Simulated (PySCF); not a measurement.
SMILES O[Si](O)(O)O (H₄O₄Si), singlet at its CAM-B3LYP/def2-SVP optimised geometry (Å):

```
9

O      1.2820    -0.0579     0.0000
Si    -0.3623    -0.0579     0.0000
O     -0.8243    -0.9437     1.3061
O     -1.0828    -0.7506    -1.3058
O     -0.8242     1.5203     0.0000
H      1.7082     0.6666    -0.4695
H     -0.2476    -0.8999     2.0759
H     -1.2010    -1.7055    -1.2701
H     -1.7082     1.7055    -0.3335
```

Computed with CAM-B3LYP/def2-TZVP in PySCF. Cells within 0.4 Å of a nucleus heavier than hydrogen are left out (blank, or x).

Map of the deformation density (molecule minus spherical neutral atoms) (e/bohr³) on the plane z = 0.0 Å:

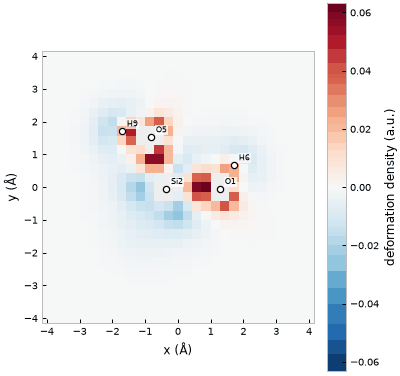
Fig. 1. Deformation density (molecule minus spherical neutral atoms) (e/bohr³) on the plane z = 0.0 Å.
